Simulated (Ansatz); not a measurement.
# One shape, several levels: BSiH3ClO (SMILES [SiH3]O[B]Cl)

We compute a comparison of 6 runs (UHF/cc-pVDZ, UB3LYP/6-31G*, UHSE06/cc-pVDZ, UPBE-QIDH/cc-pVDZ, UPBE/cc-pVDZ, UCCSD(T)/cc-pVDZ) of BSiH3ClO. 

The calculation is run with Ansatz 0.2.0.

128 further runs of the same task are left out: 128 set aside as unsound or not needed.

## (1) Starting point

BSiH3ClO: 7 atoms, total charge 0, spin state doublet. As SMILES, `[SiH3]O[B]Cl`. The B3–Cl4 distance was set to 2.271 Å, away from the relaxed value.

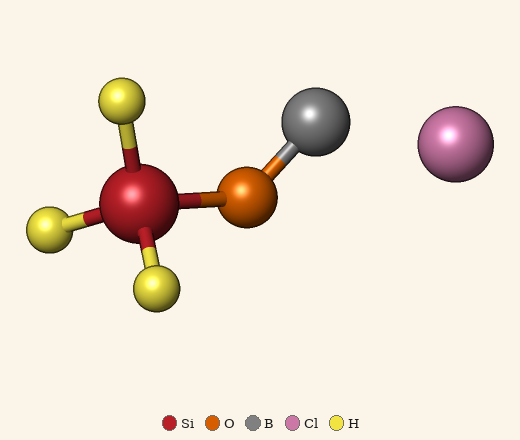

The structure, seen from a chosen angle (silicon red, oxygen orange, boron grey, chlorine pink, hydrogen yellow).

## (2) The energy at UHF/cc-pVDZ (run 1)

Contents of run.yaml:

```yaml
crystal:
  periodic: [false, false, false]
  atoms:
    - {symbol: Si, position_ang: [-0.677643, 1.253824, 0.561556]}
    - {symbol: O, position_ang: [-0.059743, -0.169976, -0.046844]}
    - {symbol: B, position_ang: [1.151557, -0.563676, -0.409844]}
    - {symbol: Cl, position_ang: [1.605000, -2.636800, -1.219100]}
    - {symbol: H, position_ang: [-1.305943, 0.935224, 1.862856]}
    - {symbol: H, position_ang: [0.410957, 2.245024, 0.727956]}
    - {symbol: H, position_ang: [-1.690943, 1.738824, -0.401644]}
basis:
  gaussian:
    orbitals: cc-pVDZ
total_charge: 0
magnetization:
  spin_polarized: true
  initial_magnetization: 1
hamiltonian:
  xc: hf
accuracy: high
output: {orbitals: {seedname: orbitals}}
```

Run with:

```console
$ ansatz run run.yaml --threads 1 --pin off --max-ram 3480MiB --events-out events.jsonl --progress --plain --runs-dir runs
```

Log:

```text
Warning: RAYON_NUM_THREADS=1 ignored (pool sized by the plan → 1); use --threads N
Functional definition: HF
  name "HF"
  exchange = exact_x
  correlation = 0
1787 factors; integrals over basis functions are off by at most 4.0e-9 eV
mean field evaluation 1: about -23119.7498 eV, gradient 2.2e1 eV
mean field evaluation 2: about -23119.8098 eV, gradient 2.2e1 eV
mean field evaluation 4: about -23122.8821 eV, gradient 3.1e0 eV
mean field evaluation 8: about -23123.0571 eV, gradient 2.4e-1 eV
mean field evaluation 16: about -23123.0588 eV, gradient 1.8e-8 eV
mean field evaluation 32: about -23120.1228 eV, gradient 4.8e-1 eV
mean field -23123.05878889 eV, -849.7567371194 hartree, gradient 3.5e-8 eV, S^2 0.784338; 0 other end points of the search recorded, 0 dependent functions left out
reference -23123.05878889 eV, -849.7567371194 hartree; 24, 23 occupied and 55, 56 virtual orbitals, 1787 factors
Total energy: -23123.05878889 eV, -849.7567371194 hartree
```

It took 3.6 s on 1 thread of Arm Neoverse V2, shared host; peak memory 0.27 GiB.

## (3) The energy at UB3LYP/6-31G(d) (Cartesian functions) (run 2)

Contents of input.yaml:

```yaml
crystal:
  periodic: [false, false, false]
  atoms:
    - {symbol: Si, position_ang: [-0.677643, 1.253824, 0.561556]}
    - {symbol: O, position_ang: [-0.059743, -0.169976, -0.046844]}
    - {symbol: B, position_ang: [1.151557, -0.563676, -0.409844]}
    - {symbol: Cl, position_ang: [1.605000, -2.636800, -1.219100]}
    - {symbol: H, position_ang: [-1.305943, 0.935224, 1.862856]}
    - {symbol: H, position_ang: [0.410957, 2.245024, 0.727956]}
    - {symbol: H, position_ang: [-1.690943, 1.738824, -0.401644]}
basis:
  gaussian:
    orbitals: "6-31G*"
magnetization:
  spin_polarized: true
  initial_magnetization: 1
hamiltonian:
  xc: {name: B3LYP}
accuracy: high
output: {orbitals: {seedname: orbitals}}
```

Run with:

```console
$ ansatz run input.yaml --threads 1 --pin off --max-ram 3480MiB --events-out events.jsonl --progress --plain --runs-dir runs
```

Log:

```text
Warning: RAYON_NUM_THREADS=1 ignored (pool sized by the plan → 1); use --threads N
Functional definition: B3LYP
  name "B3LYP"
  parameter a0 = 0.2
  parameter ax = 0.72
  parameter ac = 0.81
  exchange = (1 - a0 - ax)*slater_x + ax*b88_x + a0*exact_x
  correlation = (1 - ac)*vwn_rpa_c + ac*lyp_c
1538 factors; integrals over basis functions are off by at most 4.2e-9 eV
mean field evaluation 1: about -23168.3679 eV, gradient 3.3e1 eV
mean field evaluation 2: about -23154.6696 eV, gradient 6.8e1 eV
mean field evaluation 4: about -23172.4398 eV, gradient 2.7e0 eV
mean field evaluation 8: about -23172.5865 eV, gradient 2.8e-1 eV
mean field evaluation 16: about -23172.5872 eV, gradient 4.1e-4 eV
mean field -23172.58719267 eV, -851.5768723870 hartree, gradient 1.0e-7 eV, S^2 0.756659; 0 other end points of the search recorded, 0 dependent functions left out
reference -23172.58723510 eV, -851.5768739463 hartree; 24, 23 occupied and 50, 51 virtual orbitals, 1538 factors
Total energy: -23172.58723510 eV, -851.5768739463 hartree
```

It took 11 s on 1 thread of Arm Neoverse V2, shared host; peak memory 0.33 GiB.

Runs 3 to 5 aren't shown in full; the table further down has their settings and results.

## (4) A single-point energy at UCCSD(T)/cc-pVDZ (run 6)

Contents of molecule.yaml:

```yaml
crystal:
  periodic: [false, false, false]
  atoms:
    - symbol: Si
      position_ang: [-0.677643, 1.253824, 0.561556]
    - symbol: O
      position_ang: [-0.059743, -0.169976, -0.046844]
    - symbol: B
      position_ang: [1.151557, -0.563676, -0.409844]
    - symbol: Cl
      position_ang: [1.605000, -2.636800, -1.219100]
    - symbol: H
      position_ang: [-1.305943, 0.935224, 1.862856]
    - symbol: H
      position_ang: [0.410957, 2.245024, 0.727956]
    - symbol: H
      position_ang: [-1.690943, 1.738824, -0.401644]
basis:
  gaussian:
    orbitals: cc-pVDZ
scf:
  omitted_lower_state_checks: [cluster_reference, increment]
magnetization:
  spin_polarized: true
  initial_magnetization: 1
accuracy: high
correlation:
  method: ccsd_t
  frozen_orbitals: {B: 1, Cl: 5, H: 0, O: 1, Si: 5}
```

Run with:

```console
$ ansatz run molecule.yaml --threads 1 --pin off --max-ram 3480MiB --events-out events.jsonl --progress --plain --runs-dir runs
```

Log:

```text
Warning: RAYON_NUM_THREADS=1 ignored (pool sized by the plan → 1); use --threads N
[... 12 lines left out ...]
12 core orbitals not correlated: weight in the atoms' cores, before any rotation towards them, 1.000 or more for the frozen orbitals, at most 0.000 for the correlated occupied ones
[... 30 lines left out ...]
Total energy: -23137.49086290 eV, -850.2871060571 hartree
Checks for a lower state left out: cluster_reference, increment
```

It took 36 s on 1 thread of Arm Neoverse V2, shared host; peak memory 0.64 GiB.

## (5) The series

| run | level | Cartesian functions | frozen core orbitals | energy (Eh) | HOMO energy (eV) | LUMO energy (eV) | ⟨S²⟩ | wall time |
| --- | --- | --- | --- | --- | --- | --- | --- | --- |
| 1 | UHF/cc-pVDZ | no | – | -849.756737 | -10.59 | 0.87 | 0.784 | 3.6 s |
| 2 | UB3LYP/6-31G* (Cartesian functions) | yes | – | -851.576874 | -6.72 | -3.35 | 0.757 | 11 s |
| 3 | UHSE06/cc-pVDZ | no | – | -851.161415 | -6.69 | -3.44 | 0.758 | 13 s |
| 4 | UPBE-QIDH/cc-pVDZ | no | 12 | -850.945056 | -9.33 | -1.03 | 0.771 | 14 s |
| 5 | UPBE/cc-pVDZ | no | – | -851.107897 | -5.72 | -3.98 | 0.755 | 8.1 s |
| 6 | UCCSD(T)/cc-pVDZ | no | 12 | -850.287106 | – | – | 0.784 | 36 s |

## (6) What came out

```
                                           quantity          value
                                run 6: total energy  -850.28711 Eh
run 6: correlation energy (12 core orbitals frozen)     -530.4 mEh
                              run 6: (T) correction     -14.12 mEh
           run 6: ⟨S²⟩ of the reference determinant          0.784
                               run 6: T1 diagnostic          0.019
```

**Reading.** Totals of different functionals can't be ranked against each other. All runs together took 86 s, the longest 36 s.
